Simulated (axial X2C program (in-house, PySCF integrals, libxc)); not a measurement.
**IP⁻: from the state search to constants**

What are the state, bond length, wavenumber and bond energy of IP⁻, and what does spin–orbit coupling change?

The runs use an in-house X2C program for linear molecules on PySCF integrals; all-electron X2C, I dyall-acv3z, P dyall-av3z.

All values are calculated.

## 1. Set-up

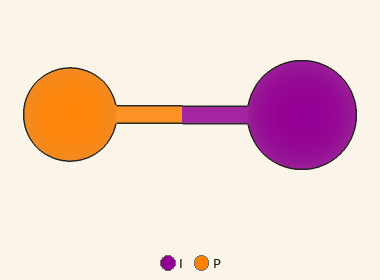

The two atoms at 2.440 Å (iodine purple, phosphorus orange).

Contents of task.json:

```json
{"zs": [53, 15], "q": -1, "bas": ["dyall-acv3z", "dyall-av3z"], "levels": ["PBE0", "HF", "B97-3"], "cc": true, "r0": 2.44, "thr": -2.0, "nmax": 90, "npts": 10, "nst": 2, "ntry": 6}
```

Keys: zs atomic numbers; q charge; bas basis sets; levels methods (HF also brings MP2); cc coupled cluster on or off; r0 starting distance in Å; thr threshold in hartree for freezing inner shells (an s shell follows its p shell); nmax most natural virtual spinors; npts points asked for on the curve; nst determinants followed; ntry starts of the search.

Run with:

```bash
python so2c.py task.json out
```

Spin-free means the one-electron spin-free X2C Hamiltonian; two-component (2c) means X2C with spin–orbit coupling and atomic mean-field two-electron Coulomb and Gaunt terms. Basis: I dyall-acv3z contracted to [12s13p9d5f1g], P dyall-av3z contracted to [9s8p3d2f]; Gaussian nuclei, density fitting. Masses: I 126.904 u, P 30.974 u.

Notation: σ, π±, δ± give the projection m of an orbital's angular momentum (0, ±1, ±2), α and β its spin, Λ and M_S the sums; ω is the projection of a spinor's total angular momentum and Ω the sum. Logs are in hartree.

The results follow Hamiltonian by Hamiltonian and level by level.

## 2. Search for the lowest determinant

PBE0 moves the distance from 2.440 Å to 2.504 Å and compares determinants there.

Spin-free determinants:

| ΔE (eV) | state | open shells |
| --- | --- | --- |
| 0.00 | M_S = 1/2, Λ = 1 | beyond closed shells: π+α, π+β, π-α |
| 0.80 | M_S = 3/2, Λ = 0 | beyond closed shells: σα, π+α, π-α |
| 1.16 | M_S = 1/2, Λ = 0 | beyond closed shells: σβ, π+α, π-α |
| 1.84 | M_S = 1/2, Λ = 0 | beyond closed shells: σα, π+β, π-α |
| 1.84 | M_S = 1/2, Λ = 2 | beyond closed shells: σα, π+α, π+β |
| 2.68 | M_S = 3/2, Λ = 1 | beyond closed shells: 2 × π+α, π-α |
| 3.63 | M_S = 1/2, Λ = 3 | beyond closed shells: 2 × π+α, π+β |

Two-component determinants:

| ΔE (eV) | state | open shells |
| --- | --- | --- |
| 0.00 | Ω = 3/2 | excess of +ω over −ω: ω = 3/2 |
| 0.07 | Ω = 1/2 | excess of +ω over −ω: ω = 1/2 |
| 1.19 | Ω = 1/2 | excess of +ω over −ω: 2 × ω = -1/2, ω = 3/2 |
| 1.77 | Ω = 1/2 | excess of +ω over −ω: ω = 1/2 |
| 1.88 | Ω = 5/2 | excess of +ω over −ω: 2 × ω = 1/2, ω = 3/2 |
| 2.72 | Ω = 5/2 | excess of +ω over −ω: ω = -1/2, 2 × ω = 3/2 |
| 3.65 | Ω = 7/2 | excess of +ω over −ω: ω = 1/2, 2 × ω = 3/2 |

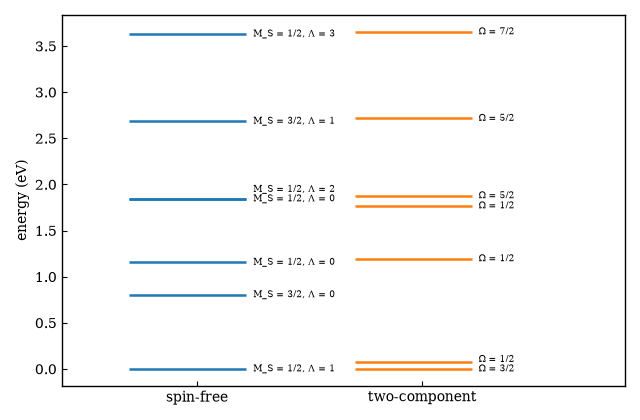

The determinants found, each set from its own lowest.

## 3. PBE0, spin-free

State followed: M_S = 1/2, Λ = 1 (beyond closed shells: π+α, π+β, π-α). The scan is laid around 2.504 Å, a first estimate of the minimum, and this SCF restarts from the orbitals of the search.

Output at 2.504 Å:

```text
spin-free X2C-1e  PBE0
basis functions 202  fitting functions 1020  grid points 5082
iter        total energy     max residual
   1      -7457.433647005     5.08e-05
   2      -7457.433647009     4.74e-05
   3      -7457.433647025     6.44e-06
   4      -7457.433647026     2.24e-06
converged
one-electron -10576.74357355  Coulomb 3157.57420077  exact exchange -50.79020521  xc functional -155.48360686  nuclear repulsion 168.00953781
```

Along the bond, energies from the lowest point:

```csv
R (Å),E (eV),μ (D),HOMO (eV),LUMO (eV),iterations
2.279,0.2740,-5.32,0.69,2.51,26
2.354,0.1054,-5.29,0.59,2.44,25
2.429,0.0216,-5.24,0.49,2.37,24
2.504,0.0000,-5.16,0.39,2.29,4
2.592,0.0317,-5.05,0.27,2.20,24
2.679,0.1055,-4.92,0.16,2.12,22
2.792,0.2394,-4.74,0.01,2.00,24
```

Dipoles are positive if P is the positive end and refer to the centre of mass.

Outer orbitals at the reference distance:

```json
{"symmetry": "σα", "occupied": "yes", "ε (eV)": "-14.41", "atomic character": "72% I s, 9% P s, 8% P p"}
{"symmetry": "σβ", "occupied": "yes", "ε (eV)": "-14.30", "atomic character": "74% I s, 8% P p, 7% P s"}
{"symmetry": "σα", "occupied": "yes", "ε (eV)": "-9.74", "atomic character": "65% P s, 18% I p, 9% I s"}
{"symmetry": "σβ", "occupied": "yes", "ε (eV)": "-8.85", "atomic character": "64% P s, 21% I p, 7% I s"}
{"symmetry": "σα", "occupied": "yes", "ε (eV)": "-3.69", "atomic character": "52% I p, 34% P p, 9% P s"}
{"symmetry": "σβ", "occupied": "yes", "ε (eV)": "-3.48", "atomic character": "50% I p, 33% P p, 12% P s"}
{"symmetry": "π+α", "occupied": "yes", "ε (eV)": "-3.24", "atomic character": "78% I p, 15% P p, 4% P d"}
{"symmetry": "π-α", "occupied": "yes", "ε (eV)": "-3.24", "atomic character": "78% I p, 15% P p, 4% P d"}
{"symmetry": "π+β", "occupied": "yes", "ε (eV)": "-3.10", "atomic character": "82% I p, 10% P p, 5% P d"}
{"symmetry": "π-β", "occupied": "yes", "ε (eV)": "-2.97", "atomic character": "84% I p, 8% P p, 5% P d"}
{"symmetry": "π+α", "occupied": "yes", "ε (eV)": "-0.42", "atomic character": "74% P p, 11% I p, 9% I d"}
{"symmetry": "π-α", "occupied": "yes", "ε (eV)": "-0.42", "atomic character": "74% P p, 11% I p, 9% I d"}
{"symmetry": "π+β", "occupied": "yes", "ε (eV)": "0.39", "atomic character": "77% P p, 10% I d, 8% I p"}
{"symmetry": "π-β", "occupied": "no", "ε (eV)": "2.29", "atomic character": "78% P p, 12% I d, 5% I p"}
{"symmetry": "σα", "occupied": "no", "ε (eV)": "2.85", "atomic character": "46% P p, 36% I p, 7% I d"}
{"symmetry": "σβ", "occupied": "no", "ε (eV)": "2.94", "atomic character": "47% P p, 38% I p, 6% I d"}
{"symmetry": "σα", "occupied": "no", "ε (eV)": "3.78", "atomic character": "42% P s, 24% I s, 22% I p"}
```

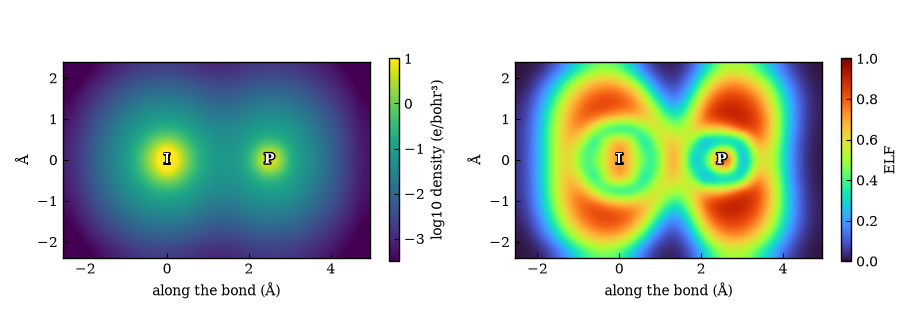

PBE0 fields in a plane through the axis, from a grid of 0.3 Å; I lies at z = 0 and P at z = 2.504 Å; the ELF is damped to zero where the density is low.

Re = 2.498 Å, ωe = 299.9 cm⁻¹, ωexe = 1.25 cm⁻¹, Be = 0.1085 cm⁻¹, De = 0.597 eV, μ = -5.17 D.

## 4. HF, spin-free

Output at 2.504 Å:

```text
spin-free X2C-1e  HF
basis functions 202  fitting functions 1020  grid points 5082
iter        total energy     max residual
   1      -7454.320655784     3.51e-01
   2      -7454.344627419     7.53e-03
   3      -7454.345632072     1.36e-02
   4      -7454.345837440     3.22e-03
   5      -7454.345877562     1.26e-03
   6      -7454.345889696     1.13e-03
   7      -7454.345893857     2.49e-04
   8      -7454.345895106     1.80e-04
   9      -7454.345895474     1.33e-04
  10      -7454.345895604     3.42e-05
  11      -7454.345895660     3.87e-05
  12      -7454.345895685     3.06e-05
  13      -7454.345895691     7.75e-06
  14      -7454.345895692     1.79e-06
converged
one-electron -10575.68149761  Coulomb 3156.56842664  exact exchange -203.24236254  xc functional 0.00000000  nuclear repulsion 168.00953781
```

Re = 2.573 Å, ωe = 262.4 cm⁻¹, ωexe = 1.49 cm⁻¹, Be = 0.1023 cm⁻¹, De = -0.899 eV, μ = -4.56 D.

## 5. B97-3, spin-free

Output at 2.504 Å:

```text
spin-free X2C-1e  B97-3
basis functions 202  fitting functions 1020  grid points 5082
iter        total energy     max residual
   1      -7457.473730661     5.47e-02
   2      -7457.474269558     1.97e-03
   3      -7457.474276496     3.15e-03
   4      -7457.474287075     2.67e-04
   5      -7457.474287678     1.20e-04
   6      -7457.474287784     3.19e-05
   7      -7457.474287793     2.77e-05
   8      -7457.474287800     3.02e-06
converged
one-electron -10576.86836487  Coulomb 3157.70395743  exact exchange -54.71015845  xc functional -151.60925973  nuclear repulsion 168.00953781
```

Re = 2.520 Å, ωe = 290.5 cm⁻¹, ωexe = 1.17 cm⁻¹, Be = 0.1066 cm⁻¹, De = 0.737 eV, μ = -5.18 D.

## 6. MP2 and beyond, spin-free

Correlated methods: 13 electrons correlated (frozen shells, counted by type: I 4 s, 3 p, 2 d; P 2 s, 1 p), 279 virtual spinors in MP2, 90 natural virtuals in coupled cluster.

Output of the correlated part at 2.504 Å:

```text
correlated 13  virtual 279  natural virtual 90  E(MP2) -0.281720020  MP2 remainder -0.014779577
iter   CCSD correlation   residual
   1     -0.287982221   1.28e-01
   2     -0.296750615   4.57e-02
   3     -0.297891998   1.69e-02
   4     -0.298025886   7.30e-03
   5     -0.298081445   2.69e-03
   6     -0.298083383   1.10e-03
   7     -0.298086436   4.02e-04
   8     -0.298088213   1.58e-04
   9     -0.298087066   5.69e-05
  10     -0.298087291   2.07e-05
  11     -0.298087169   6.45e-06
  12     -0.298087226   2.61e-06
  13     -0.298087224   9.70e-07
(T) -0.014636076  T1 0.0213  D1 0.0445  max T2 0.087
```

T1 in the output is the amplitude norm over the root of the electron number; divide by √2 for the Lee–Taylor value.

MP2: Re = 2.504 Å, ωe = 304 cm⁻¹, Be = 0.108 cm⁻¹, De = 0.291 eV.

CCSD: Re = 2.536 Å, ωe = 283.7 cm⁻¹, ωexe = 1.24 cm⁻¹, Be = 0.1052 cm⁻¹, De = 0.284 eV. T1 at Re = 0.015 (Lee–Taylor, the printed value over √2).

CCSD(T): Re = 2.537 Å, ωe = 283.9 cm⁻¹, ωexe = 1.2 cm⁻¹, Be = 0.1052 cm⁻¹, De = 0.385 eV. T1 at Re = 0.015 (Lee–Taylor, the printed value over √2).

## 7. A higher determinant, spin-free

State: M_S = 3/2, Λ = 0 (beyond closed shells: σα, π+α, π-α).

Output at the reference distance:

```text
spin-free X2C-1e  PBE0
basis functions 202  fitting functions 1020  grid points 5082
iter        total energy     max residual
   1      -7457.404112524     3.77e-05
   2      -7457.404112563     3.08e-05
   3      -7457.404112580     1.54e-05
   4      -7457.404112582     6.87e-06
converged
one-electron -10576.40065926  Coulomb 3157.27833156  exact exchange -50.79699176  xc functional -155.49433094  nuclear repulsion 168.00953781
```

| R (Å) | E above the lowest PBE0 point (eV) |
| --- | --- |
| 2.279 | 1.494 |
| 2.354 | 1.223 |
| 2.429 | 0.996 |
| 2.504 | 0.804 |
| 2.592 | 0.622 |
| 2.679 | 0.481 |
| 2.792 | 0.352 |

No constants are quoted: the lowest point is the long end of the scan.

## 8. The spin-free curves together

Energy (eV) of the followed determinant, spin-free, from each level's lowest point:

```
R (Å)   PBE0     HF    MP2   CCSD  CCSD(T)  B97-3
2.279  0.274  0.431  0.299  0.356    0.356  0.318
2.354  0.105  0.211  0.119  0.157    0.157  0.134
2.429  0.022  0.080  0.027  0.046    0.046  0.035
2.504  0.000  0.015  0.000  0.000    0.000  0.000
2.592  0.032  0.000  0.029  0.006    0.006  0.017
2.679  0.106  0.030  0.102  0.058    0.058  0.078
2.792  0.239  0.109  0.240  0.166    0.167  0.199
```

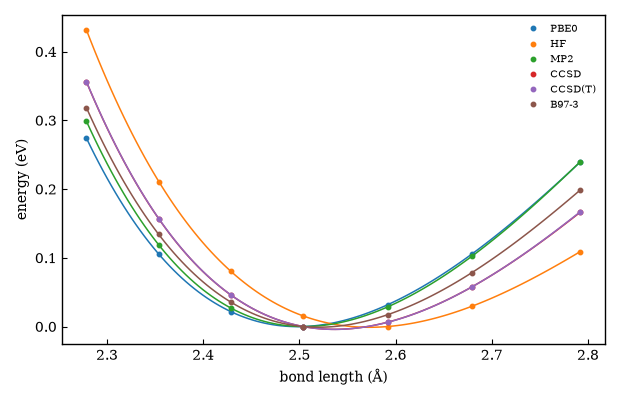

Curves of the followed state, spin-free, each from its own lowest point.

## 9. PBE0, 2c

State followed: Ω = 3/2 (excess of +ω over −ω: ω = 3/2). The scan is laid around 2.504 Å, a first estimate of the minimum, and this SCF restarts from the orbitals of the search.

Output at 2.504 Å:

```text
two-component X2C + atomic mean field  PBE0
basis functions 202  fitting functions 1020  grid points 5082
iter        total energy     max residual
   1      -7454.412053275     2.02e-05
   2      -7454.412053278     1.12e-05
converged
one-electron -10567.73426133  Coulomb 3155.84794033  exact exchange -50.76064098  xc functional -155.39938564  nuclear repulsion 168.00953781  atomic mean-field constant -4.37524347
```

Along the bond, energies from the lowest point:

| R (Å) | E (eV) | μ (D) | HOMO (eV) | LUMO (eV) | iterations |
| --- | --- | --- | --- | --- | --- |
| 2.279 | 0.2704 | -5.43 | 0.65 | 2.56 | 26 |
| 2.354 | 0.1032 | -5.40 | 0.55 | 2.49 | 24 |
| 2.429 | 0.0207 | -5.34 | 0.45 | 2.41 | 24 |
| 2.504 | 0.0000 | -5.27 | 0.36 | 2.34 | 2 |
| 2.592 | 0.0324 | -5.16 | 0.25 | 2.25 | 25 |
| 2.679 | 0.1066 | -5.04 | 0.14 | 2.16 | 25 |
| 2.792 | 0.2402 | -4.86 | 0.00 | 2.05 | 28 |

Dipoles are positive if P is the positive end and refer to the centre of mass.

Outer spinors at the reference distance:

| ω | occupied | ε (eV) | atomic character | λ mixture |
| --- | --- | --- | --- | --- |
| 1/2 | yes | -14.42 | 72% I s, 9% P s, 8% P p | 100% σ |
| -1/2 | yes | -14.31 | 74% I s, 8% P p, 7% P s | 100% σ |
| 1/2 | yes | -9.72 | 65% P s, 18% I p, 9% I s | 100% σ |
| -1/2 | yes | -8.84 | 63% P s, 22% I p, 7% I s | 100% σ |
| 1/2 | yes | -3.96 | 64% I p, 24% P p, 6% P s | 67% σ, 33% π |
| -1/2 | yes | -3.88 | 68% I p, 19% P p, 6% P s | 54% π, 46% σ |
| 1/2 | yes | -3.17 | 71% I p, 20% P p, 4% P d | 67% π, 33% σ |
| -1/2 | yes | -3.16 | 62% I p, 27% P p, 6% P s | 54% σ, 46% π |
| 3/2 | yes | -2.99 | 76% I p, 17% P p, 4% P d | 100% π |
| -3/2 | yes | -2.69 | 83% I p, 9% P p, 5% P d | 100% π |
| -1/2 | yes | -0.45 | 76% P p, 9% I p, 9% I d | 100% π |
| 3/2 | yes | -0.32 | 71% P p, 13% I p, 9% I d | 100% π |
| 1/2 | yes | 0.36 | 79% P p, 10% I d, 6% I p | 100% π |
| -3/2 | no | 2.34 | 77% P p, 12% I d, 5% I p | 100% π |
| 1/2 | no | 2.86 | 45% P p, 37% I p, 7% I d | 100% σ |
| -1/2 | no | 2.96 | 46% P p, 39% I p, 6% I d | 100% σ |
| 1/2 | no | 3.77 | 40% P s, 25% I s, 22% I p | 100% σ |

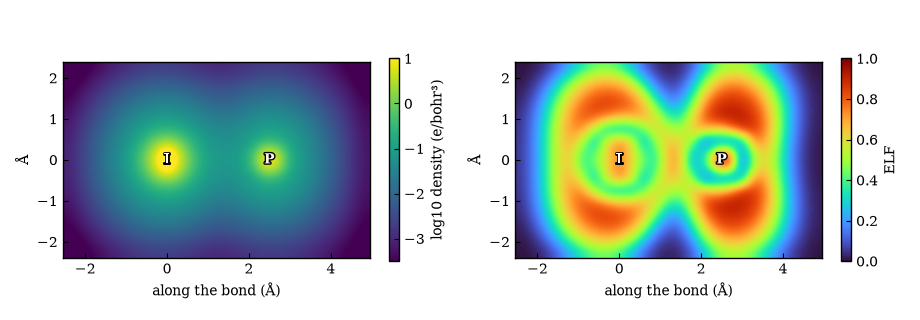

PBE0 fields in a plane through the axis, from a grid of 0.3 Å; I lies at z = 0 and P at z = 2.504 Å; the ELF is damped to zero where the density is low.

Re = 2.497 Å, ωe = 299.9 cm⁻¹, ωexe = 1.27 cm⁻¹, Be = 0.1086 cm⁻¹, De = 0.642 eV, μ = -5.28 D.

## 10. HF, 2c

The SCF at the reference distance of 2.504 Å:

```text
two-component X2C + atomic mean field  HF
basis functions 202  fitting functions 1020  grid points 5082
iter        total energy     max residual
   1      -7451.294590578     4.10e-01
   2      -7451.318704815     6.87e-03
   3      -7451.319777682     1.68e-02
   4      -7451.320008021     4.18e-03
   5      -7451.320055338     1.59e-03
   6      -7451.320070505     1.52e-03
   7      -7451.320077307     3.14e-04
   8      -7451.320081120     4.21e-04
   9      -7451.320084299     5.95e-04
  10      -7451.320088067     3.97e-04
  11      -7451.320092605     1.95e-04
  12      -7451.320097052     3.22e-04
  13      -7451.320099936     3.29e-04
  14      -7451.320101244     1.32e-04
  15      -7451.320101827     7.64e-05
  16      -7451.320102132     9.25e-05
  17      -7451.320102252     5.70e-05
  18      -7451.320102278     1.15e-05
  19      -7451.320102282     4.16e-06
  20      -7451.320102283     4.10e-06
  21      -7451.320102283     1.31e-06
converged
one-electron -10566.68911323  Coulomb 3154.85983296  exact exchange -203.12511636  xc functional 0.00000000  nuclear repulsion 168.00953781  atomic mean-field constant -4.37524347
```

No constants are quoted: the lowest point is the long end of the scan.

## 11. B97-3, 2c

The SCF at the reference distance of 2.504 Å:

```text
two-component X2C + atomic mean field  B97-3
basis functions 202  fitting functions 1020  grid points 5082
iter        total energy     max residual
   1      -7454.452395222     5.61e-02
   2      -7454.452932143     1.97e-03
   3      -7454.452938836     3.28e-03
   4      -7454.452949823     2.79e-04
   5      -7454.452950510     1.29e-04
   6      -7454.452950652     2.99e-05
   7      -7454.452950670     3.35e-05
   8      -7454.452950683     7.67e-06
   9      -7454.452950685     4.95e-06
converged
one-electron -10567.85687742  Coulomb 3155.97542742  exact exchange -54.67828262  xc functional -151.52751241  nuclear repulsion 168.00953781  atomic mean-field constant -4.37524347
```

Re = 2.518 Å, ωe = 290.5 cm⁻¹, ωexe = 1.19 cm⁻¹, Be = 0.1068 cm⁻¹, De = 0.782 eV, μ = -5.29 D.

## 12. MP2 and beyond, 2c

Correlated methods: 13 electrons correlated (frozen shells, counted by type: I 4 s, 3 p, 2 d; P 2 s, 1 p), 279 virtual spinors in MP2, 90 natural virtuals in coupled cluster.

Output of the correlated part at 2.504 Å:

```text
correlated 13  virtual 279  natural virtual 90  E(MP2) -0.281402074  MP2 remainder -0.014793518
iter   CCSD correlation   residual
   1     -0.287507528   1.28e-01
   2     -0.296251408   4.61e-02
   3     -0.297439881   1.78e-02
   4     -0.297596245   8.40e-03
   5     -0.297673475   3.99e-03
   6     -0.297686398   2.36e-03
   7     -0.297700823   1.44e-03
   8     -0.297707969   8.10e-04
   9     -0.297704653   4.11e-04
  10     -0.297707354   2.08e-04
  11     -0.297707461   1.01e-04
  12     -0.297708340   5.21e-05
  13     -0.297708294   3.05e-05
  14     -0.297708450   1.66e-05
  15     -0.297708424   7.71e-06
  16     -0.297708455   3.87e-06
  17     -0.297708467   2.19e-06
(T) -0.014630892  T1 0.0243  D1 0.0486  max T2 0.067
```

MP2: No constants are quoted: the reference changes its character somewhere along the scan, so the fit is set aside.

CCSD: No constants are quoted: the reference changes its character somewhere along the scan, so the fit is set aside.

CCSD(T): No constants are quoted: the reference changes its character somewhere along the scan, so the fit is set aside.

## 13. A higher determinant, 2c

State: Ω = 1/2 (excess of +ω over −ω: ω = 1/2).

Output at the reference distance:

```text
two-component X2C + atomic mean field  PBE0
basis functions 202  fitting functions 1020  grid points 5082
iter        total energy     max residual
   1      -7454.409315552     7.30e-05
   2      -7454.409315556     9.29e-06
converged
one-electron -10567.74672147  Coulomb 3155.86398424  exact exchange -50.76115742  xc functional -155.39971526  nuclear repulsion 168.00953781  atomic mean-field constant -4.37524347
```

| R (Å) | E above the lowest PBE0 point (eV) |
| --- | --- |
| 2.279 | 0.365 |
| 2.354 | 0.191 |
| 2.429 | 0.101 |
| 2.504 | 0.074 |
| 2.592 | 0.101 |
| 2.679 | 0.169 |
| 2.792 | 0.297 |

Re = 2.506 Å, ωe = 295.8 cm⁻¹, ωexe = 1.25 cm⁻¹, Be = 0.1078 cm⁻¹, μ = -5.14 D. Te = 0.07 eV.

## 14. The 2c curves together

Energy (eV) of the followed determinant, 2c, from each level's lowest point:

```
R (Å)   PBE0  HF (jumps)  MP2 (its reference jumps)  CCSD (its reference jumps)  CCSD(T) (its reference jumps)  B97-3
2.279  0.270       0.676                      0.291                       0.352                          0.352  0.315
2.354  0.103       0.456                      0.113                       0.154                          0.154  0.132
2.429  0.021       0.325                      0.023                       0.044                          0.044  0.034
2.504  0.000       0.260                      0.000                       0.000                          0.000  0.000
2.592  0.032       0.229                      0.124                       0.039                          0.038  0.018
2.679  0.107       0.167                      0.341                       0.188                          0.190  0.080
2.792  0.240       0.000                      0.369                       0.363                          0.409  0.200
```

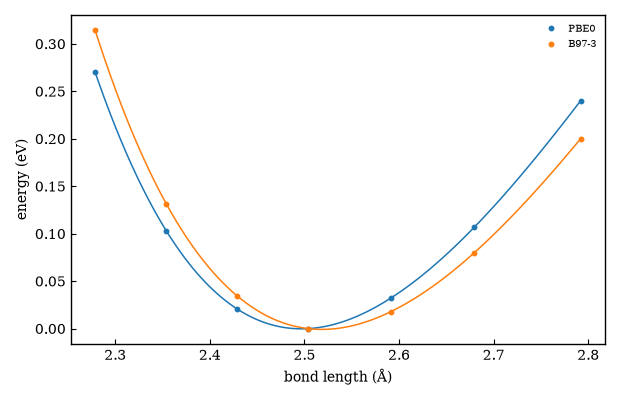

Curves of the followed state, 2c, each from its own lowest point. Left out: HF, MP2, CCSD, CCSD(T).

The whole job took 4.7 min on 1 thread of Arm Neoverse V1, shared host; peak memory 0.86 GiB.

## 15. What came out

Lowest determinant that the search found at its distance, spin-free: M_S = 1/2, Λ = 1 (beyond closed shells: π+α, π+β, π-α).

Lowest determinant that the search found at its distance, 2c: Ω = 3/2 (excess of +ω over −ω: ω = 3/2).

```tsv
Hamiltonian	level	Re (Å)	ωe (cm⁻¹)	De (eV)	μ (D)
spin-free	PBE0	2.498	299.9	0.597	-5.17
spin-free	HF	2.573	262.4	-0.899	-4.56
spin-free	MP2	2.504	304	0.291	n/a
spin-free	CCSD	2.536	283.7	0.284	n/a
spin-free	CCSD(T)	2.537	283.9	0.385	n/a
spin-free	B97-3	2.520	290.5	0.737	-5.18
2c	PBE0	2.497	299.9	0.642	-5.28
2c	B97-3	2.518	290.5	0.782	-5.29
```

Dipoles are positive if P is the positive end and refer to the centre of mass. No constants: 2c HF (the lowest point is the long end of the scan); 2c MP2 (the reference changes its character somewhere along the scan, so the fit is set aside); 2c CCSD (the reference changes its character somewhere along the scan, so the fit is set aside); 2c CCSD(T) (the reference changes its character somewhere along the scan, so the fit is set aside).

Time per point (s) on 1 thread of Arm Neoverse V1, shared host (2c runs); the times are rough: PBE0 2, B97-3 2.1.

What this shows: At PBE0, going from spin-free to two-component changes Re by -1 mÅ, ωe by 0.0 %; the spin-free picture holds up (part of it comes from the scalar share of the two-electron terms). It costs about 1.5 times the time. De moves by +0.05 eV; both De rest on single-determinant atoms, which can miss part of an open shell's spin–orbit lowering. De is negative at HF: there the minimum lies above the ground-state fragments.

De refers to I- + P, each in the lowest determinant found, which need not be this curve's own limit. Each curve is one determinant whose occupation by symmetry is held fixed; it was picked as the lowest of a PBE0 search that is not exhaustive. Dissociation energies refer to the lowest single-determinant-based atoms at the same level and basis. Density functionals use the spin component along the axis (collinear). Coupled cluster ran in a truncated set of natural virtual spinors; the MP2 energy of the rest was added.
